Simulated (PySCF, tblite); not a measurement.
**C₇H₁₉B₂N: geometry, infrared bands and NMR shifts, part 1 of 2**

Aim: predict the infrared bands and NMR shifts of C₇H₁₉B₂N (`CB(C)[C@@H]1CC[BH2-][N+]1(C)C`).

Computed with tblite 0.8.0 and PySCF 2.14.0, with density-fitted response routines of our own, on a single molecule in the gas phase. Atoms count from 0, in the outputs and in this text.

## (1) Starting geometry

29 atoms, charge 0, multiplicity 1; geometry from: force field or distance geometry start.

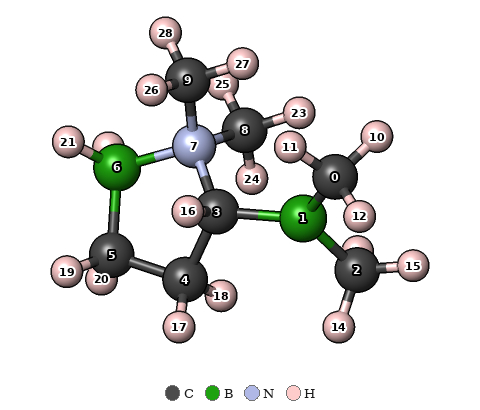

The starting geometry (carbon dark grey, boron green, nitrogen light blue, hydrogen pink), atoms numbered; sticks join atoms by distance.

## (2) Relaxing the molecule with GFN2-xTB

What the job is given:

```
{"job": {"kind": "relax", "xc": "GFN2-xTB", "basis": "xTB"}, "charge": 0, "multiplicity": 1}
C      2.240000     1.759600    -0.053500
B      1.599400     0.315600    -0.258100
C      2.351700    -0.715600    -1.221900
C      0.267100    -0.103500     0.571200
C      0.163800    -1.615000     0.862200
C     -1.272200    -1.841600     1.301600
B     -2.078400    -0.585200     0.720700
N     -1.030200     0.331000     0.003800
C     -1.120200     0.098600    -1.466400
C     -1.313700     1.752100     0.294800
H      2.206100     2.305000    -1.020700
H      1.656600     2.334500     0.706100
H      3.276900     1.667500     0.300800
H      1.646400    -1.049100    -2.019200
H      2.695900    -1.581100    -0.646200
H      3.212600    -0.220400    -1.691800
H      0.405400     0.360800     1.587500
H      0.885900    -1.940000     1.637300
H      0.346900    -2.199900    -0.064000
H     -1.321600    -1.845100     2.420300
H     -1.667300    -2.792200     0.908400
H     -2.607600    -0.016400     1.635300
H     -2.935300    -0.959900     0.001500
H     -0.426400     0.752300    -2.022000
H     -0.895400    -0.949400    -1.730500
H     -2.154300     0.337500    -1.842400
H     -1.230000     1.976600     1.379800
H     -0.590400     2.412300    -0.238900
H     -2.331600     2.038900    -0.044700
```

On the command line:

```bash
$ OMP_NUM_THREADS=1 python probes_run.py task.json out
```

One launch serves the whole session: the jobs run in the order shown.

Log:

```text
step      E/eV     max force
  0    -817.63152    2.060
  1    -817.84664    1.128
  2    -817.97924    0.572
  3    -818.02812    0.493
  4    -818.06435    0.321
  5    -818.08136    0.221
  6    -818.09661    0.222
  7    -818.10533    0.177
  8    -818.11053    0.135
  9    -818.11414    0.118
 10    -818.11725    0.137
 11    -818.11949    0.107
 12    -818.12117    0.085
 13    -818.12296    0.095
 14    -818.12543    0.142
 15    -818.12850    0.172
 16    -818.13158    0.159
 17    -818.13410    0.117
 18    -818.13602    0.096
 19    -818.13769    0.110
 20    -818.13924    0.099
 21    -818.14068    0.081
 22    -818.14199    0.073
 23    -818.14308    0.078
 24    -818.14385    0.056
 25    -818.14442    0.053
 26    -818.14495    0.054
 27    -818.14553    0.056
 28    -818.14613    0.062
 29    -818.14674    0.057
 30    -818.14736    0.061
 31    -818.14796    0.056
 32    -818.14848    0.046
 33    -818.14891    0.046
 34    -818.14932    0.041
 35    -818.14976    0.050
 36    -818.15018    0.039
 37    -818.15054    0.038
 38    -818.15086    0.038
 39    -818.15121    0.047
 40    -818.15160    0.048
 41    -818.15198    0.047
 42    -818.15233    0.040
 43    -818.15268    0.040
 44    -818.15306    0.043
 45    -818.15348    0.052
 46    -818.15389    0.056
 47    -818.15425    0.046
 48    -818.15460    0.043
 49    -818.15496    0.052
 50    -818.15531    0.047
 51    -818.15559    0.036
 52    -818.15578    0.026
 53    -818.15590    0.023
 54    -818.15599    0.024
 55    -818.15608    0.018
 56    -818.15615    0.020
 57    -818.15621    0.014
 58    -818.15626    0.015
 59    -818.15629    0.013
 60    -818.15633    0.016
 61    -818.15637    0.014
 62    -818.15640    0.013
 63    -818.15644    0.013
 64    -818.15649    0.018
 65    -818.15656    0.024
 66    -818.15663    0.020
 67    -818.15670    0.018
 68    -818.15675    0.015
 69    -818.15680    0.018
 70    -818.15684    0.017
 71    -818.15688    0.014
 72    -818.15692    0.012
 73    -818.15695    0.011
 74    -818.15698    0.011
 75    -818.15701    0.010
```

Run time: 1.4 s. Hardware: 1 thread of Arm Neoverse N1, shared host; peak memory 0.18 GiB.

Relaxation path: (not every step is listed)

```
step  energy from step 0 (eV)  largest force (eV/Å)
   0                   0.0000                2.0595
   1                  -0.2151                1.1277
   2                  -0.3477                0.5718
   3                  -0.3966                0.4926
   4                  -0.4328                0.3206
   5                  -0.4498                0.2206
   6                  -0.4651                0.2220
   7                  -0.4738                0.1767
   8                  -0.4790                0.1350
  14                  -0.4939                0.1417
  20                  -0.5077                0.0989
  26                  -0.5134                0.0544
  32                  -0.5170                0.0456
  38                  -0.5193                0.0382
  44                  -0.5215                0.0431
  50                  -0.5238                0.0466
  56                  -0.5246                0.0195
  62                  -0.5249                0.0126
  68                  -0.5252                0.0146
  70                  -0.5253                0.0174
  71                  -0.5254                0.0137
  72                  -0.5254                0.0122
  73                  -0.5254                0.0112
  74                  -0.5255                0.0112
  75                  -0.5255                0.0100
```

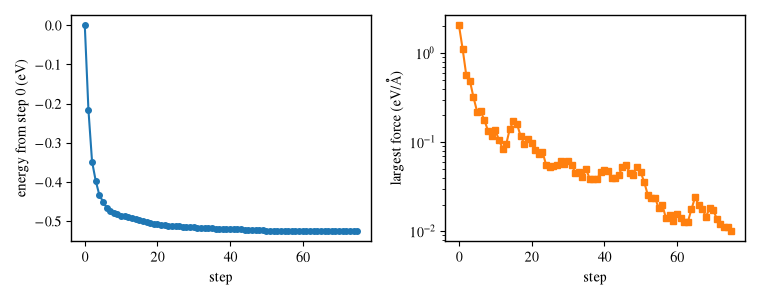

Energy and largest force along the relaxation.

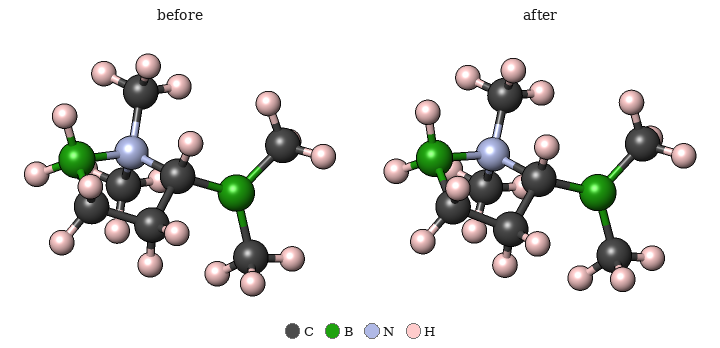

Before and after, at one scale.

Distances of close pairs at the start and the end, largest changes first:

```csv
bond,before (Å),after (Å),change (Å)
B6–N7,1.566,1.668,+0.102
C8–H25,1.126,1.088,-0.038
C5–B6,1.602,1.635,+0.033
N7–C8,1.491,1.460,-0.031
C0–H11,1.117,1.087,-0.030
C5–H19,1.120,1.092,-0.028
C3–H16,1.126,1.098,-0.028
C2–H13,1.116,1.088,-0.027
```

The final coordinates are the input of the step that follows.

## (3) Harmonic vibrations with GFN2-xTB

What the job is given:

```
{"job": {"kind": "ir", "xc": "GFN2-xTB", "basis": "xTB"}, "charge": 0, "multiplicity": 1}
C      2.181849     1.782048     0.010913
B      1.582364     0.344482    -0.239614
C      2.363051    -0.637204    -1.191338
C      0.269364    -0.141596     0.550123
C      0.105284    -1.655175     0.722061
C     -1.280387    -1.839744     1.345461
B     -2.182704    -0.590043     0.800214
N     -1.036279     0.318457    -0.001979
C     -1.105750     0.063494    -1.437888
C     -1.248296     1.743699     0.219907
H      2.184113     2.366266    -0.910503
H      1.677627     2.370334     0.773883
H      3.230528     1.703521     0.298432
H      1.717964    -1.173701    -1.884584
H      2.839936    -1.407711    -0.584034
H      3.149978    -0.156919    -1.769016
H      0.300698     0.270238     1.567690
H      0.908726    -2.053600     1.345661
H      0.162003    -2.162251    -0.242242
H     -1.186957    -1.818219     2.432963
H     -1.678417    -2.822973     1.093195
H     -2.612843     0.097626     1.675395
H     -3.019727    -0.878656     0.001971
H     -0.324660     0.614537    -1.970386
H     -0.993533    -0.999306    -1.627063
H     -2.080650     0.370899    -1.811505
H     -1.140680     1.970371     1.277891
H     -0.540076     2.346106    -0.354410
H     -2.262435     2.002972    -0.080338
```

Log:

```text
mode    cm-1     km/mol
  1      30.2      4.90
  2      46.4      0.13
  3      88.5      0.21
  4     121.8      0.10
  5     124.6      4.07
  6     153.9      2.58
  7     240.7      0.27
  8     262.1      1.47
  9     274.4      0.40
 10     280.6      0.87
 11     307.0      0.70
 12     347.0      1.83
 13     360.3      2.78
 14     364.5      1.63
 15     440.2      0.13
 16     462.7      1.01
 17     534.9      2.36
 18     550.2      2.05
 19     644.9     37.40
 20     689.0      1.20
 21     705.9      1.59
 22     726.8      1.36
 23     825.7     19.22
 24     851.8    108.75
 25     864.3      0.74
 26     873.3     28.92
 27     888.7     12.48
 28     918.4     28.70
 29     961.1     14.50
 30    1004.2      6.55
 31    1028.1      5.25
 32    1032.9      0.66
 33    1038.7      3.63
 34    1079.5      2.01
 35    1084.8     12.71
 36    1095.2    169.41
 37    1104.4     80.71
 38    1144.8     54.69
 39    1159.4     98.84
 40    1177.7     20.56
 41    1185.9     36.82
 42    1217.4      6.16
 43    1245.1      9.92
 44    1258.1     85.32
 45    1274.7     12.49
 46    1292.0      8.86
 47    1310.8     11.77
 48    1338.5      3.87
 49    1384.8     49.70
 50    1391.0     24.47
 51    1402.2      0.97
 52    1422.6      2.45
 53    1465.6      2.35
 54    1476.9      3.58
 55    1480.0      6.18
 56    1482.1      3.05
 57    1488.1      2.38
 58    1492.6      4.98
 59    1495.1      3.81
 60    1500.6      6.72
 61    1513.1      3.87
 62    1530.9      0.28
 63    2421.9    265.87
 64    2449.4    236.99
 65    2901.8     26.99
 66    2949.2     45.96
 67    2951.1     27.36
 68    2968.4     50.98
 69    2972.3     94.10
 70    2982.4     85.98
 71    2988.0     18.66
 72    2995.7     23.07
 73    2999.1    101.06
 74    3009.7     14.55
 75    3023.5      8.99
 76    3024.2     39.36
 77    3030.4     26.45
 78    3033.1     25.82
 79    3036.3     37.62
 80    3041.4     23.01
 81    3065.4     13.00
```

It took 2.9 s on 1 thread of Arm Neoverse N1, shared host; peak memory 0.18 GiB.

The strongest bands and the atoms that carry them (share of the mass-weighted mode):

```
cm⁻¹  km/mol                         atoms
 852   108.8   B1 17 %, H14 10 %, H10 10 %
1095   169.4   H22 32 %, H21 29 %, B6 13 %
1159    98.8             B1 46 %, H17 10 %
2422   265.9            H21 60 %, H22 31 %
2449   237.0            H22 62 %, H21 33 %
2972    94.1  H19 45 %, H17 25 %, H20 20 %
2982    86.0            H18 68 %, H19 15 %
2999   101.1            H20 68 %, H19 18 %
```

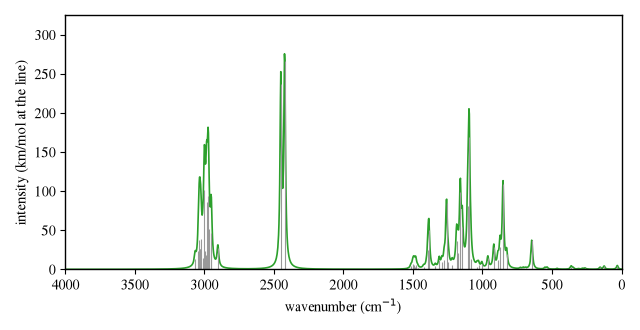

The infrared spectrum from these modes, unscaled. Lines are broadened to a width of 14 cm⁻¹ (Lorentzian).

## (4) Relaxing the molecule at PBE0-D3(BJ)/def2-SVP

What the job is given:

```
{"job": {"xc": "PBE0", "basis": "def2-SVP", "d3": "d3bj", "grid": 1, "shake": 0.01, "kind": "geom"}, "charge": 0, "multiplicity": 1}
C      2.202260     1.756490     0.015090
B      1.576690     0.339960    -0.241770
C      2.342850    -0.639520    -1.199990
C      0.302590    -0.139340     0.546600
C      0.102470    -1.661860     0.711510
C     -1.284300    -1.834920     1.343080
B     -2.173130    -0.592040     0.800460
N     -1.020820     0.323910    -0.007030
C     -1.107580     0.068900    -1.418540
C     -1.250990     1.741260     0.229930
H      2.175250     2.363350    -0.901680
H      1.683430     2.371250     0.780580
H      3.202250     1.713730     0.288840
H      1.701280    -1.170940    -1.877580
H      2.835490    -1.418480    -0.583770
H      3.149450    -0.142860    -1.761540
H      0.302640     0.281350     1.565630
H      0.899470    -2.047760     1.351490
H      0.159850    -2.170080    -0.239950
H     -1.211900    -1.811320     2.437880
H     -1.694810    -2.822360     1.083550
H     -2.605270     0.077280     1.666250
H     -3.012630    -0.867090    -0.019610
H     -0.329640     0.617820    -1.976480
H     -0.977630    -1.011220    -1.623520
H     -2.091130     0.384960    -1.811720
H     -1.144400     1.953190     1.294710
H     -0.532550     2.353640    -0.343030
H     -2.258940     1.996580    -0.088340
```

Log:

```text
step   0  E = -381.90695547  max force = 0.055722
step   1  E = -381.91522035  max force = 0.015004
step   2  E = -381.91573044  max force = 0.003715
step   3  E = -381.91581937  max force = 0.001354
step   4  E = -381.91585259  max force = 0.002609
step   5  E = -381.91589154  max force = 0.001760
step   6  E = -381.91592699  max force = 0.000686
step   7  E = -381.91594320  max force = 0.000730
step   8  E = -381.91597553  max force = 0.001094
step   9  E = -381.91600510  max force = 0.000865
step  10  E = -381.91606326  max force = 0.000911
step  11  E = -381.91613222  max force = 0.000747
step  12  E = -381.91619742  max force = 0.000943
step  13  E = -381.91623408  max force = 0.000790
step  14  E = -381.91627002  max force = 0.000731
step  15  E = -381.91631043  max force = 0.000879
step  16  E = -381.91636600  max force = 0.001054
step  17  E = -381.91638420  max force = 0.001148
step  18  E = -381.91641732  max force = 0.000861
step  19  E = -381.91644422  max force = 0.000853
step  20  E = -381.91649818  max force = 0.001637
step  21  E = -381.91648525  max force = 0.001088
step  22  E = -381.91650510  max force = 0.000444
optimisation converged
```

It took 25 min on 1 thread of Arm Neoverse N1, shared host; peak memory 0.99 GiB.

Step by step:

| step | energy from step 0 (eV) | largest force component (eV/Å) |
| --- | --- | --- |
| 0 | 0.0000 | 2.8653 |
| 1 | -0.2249 | 0.7715 |
| 2 | -0.2388 | 0.1910 |
| 3 | -0.2412 | 0.0696 |
| 4 | -0.2421 | 0.1342 |
| 5 | -0.2432 | 0.0905 |
| 6 | -0.2441 | 0.0353 |
| 7 | -0.2446 | 0.0375 |
| 8 | -0.2454 | 0.0563 |
| 9 | -0.2463 | 0.0445 |
| 10 | -0.2478 | 0.0468 |
| 11 | -0.2497 | 0.0384 |
| 12 | -0.2515 | 0.0485 |
| 13 | -0.2525 | 0.0406 |
| 14 | -0.2535 | 0.0376 |
| 15 | -0.2546 | 0.0452 |
| 16 | -0.2561 | 0.0542 |
| 17 | -0.2566 | 0.0590 |
| 18 | -0.2575 | 0.0443 |
| 19 | -0.2582 | 0.0439 |
| 20 | -0.2597 | 0.0842 |
| 21 | -0.2593 | 0.0559 |
| 22 | -0.2599 | 0.0228 |

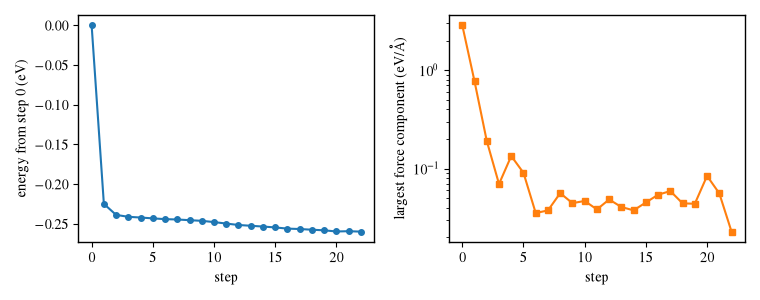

Energy and largest force along the relaxation.

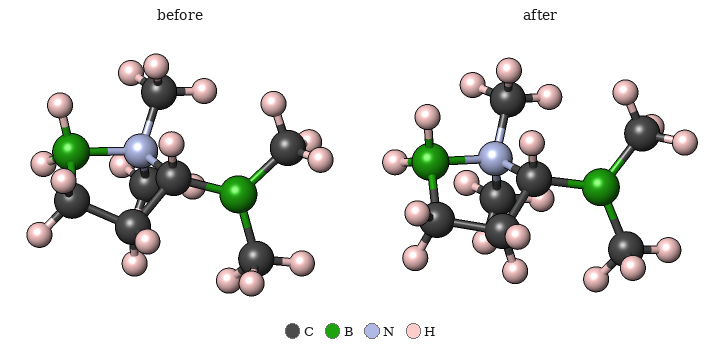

Before and after, at one scale.

Close pairs (by a distance rule), those that changed most:

```csv
bond,before (Å),after (Å),change (Å)
C0–H12,1.038,1.103,+0.066
B6–H21,1.177,1.230,+0.053
B1–C3,1.573,1.610,+0.037
N7–C8,1.437,1.471,+0.034
C2–H13,1.074,1.101,+0.027
B6–N7,1.679,1.656,-0.023
B6–H22,1.205,1.228,+0.023
C4–H18,1.080,1.102,+0.022
```

The next job starts from the end point, and lists it.

```
                         at the end point                value
  point group (found at 0.08 Å tolerance)                   C1
rotational constants (GHz, main isotopes)  1.755, 1.070, 0.859
                        dipole moment (D)                 4.88
```

(Continued in part 2 of 2.)
